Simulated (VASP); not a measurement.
Data:

```
CELL_PARAMETERS angstrom
      0.00000     1.91555     1.91555
      1.91555     0.00000     1.91555
      1.91555     1.91555     0.00000
ATOMIC_POSITIONS crystal
  Ir 0.00000 0.00000 0.00000
```

Level of theory: revTPSS meta-GGA, VASP's PBE PAW potentials (set 64) (plane waves; VASP 6.6.1). Run with 520 eV cut-off, 18×18×18 Γ-centred mesh, tetrahedra with Blöchl corrections, potentials Ir.

Unless said otherwise, spin-orbit coupling is left out, though it shifts the bands of the heavy elements here.

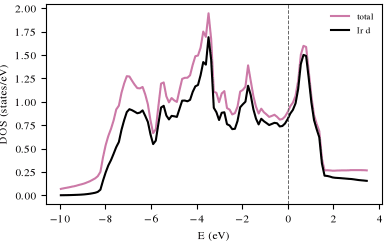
Figure: Total and projected density of states, zero at the Fermi level

Within 2 eV below the Fermi level the largest weight inside VASP's projection spheres is Ir d.

It has no gap at this level: it comes out as a metal or semimetal.

The compound is Ir in the fcc structure. It was relaxed first.
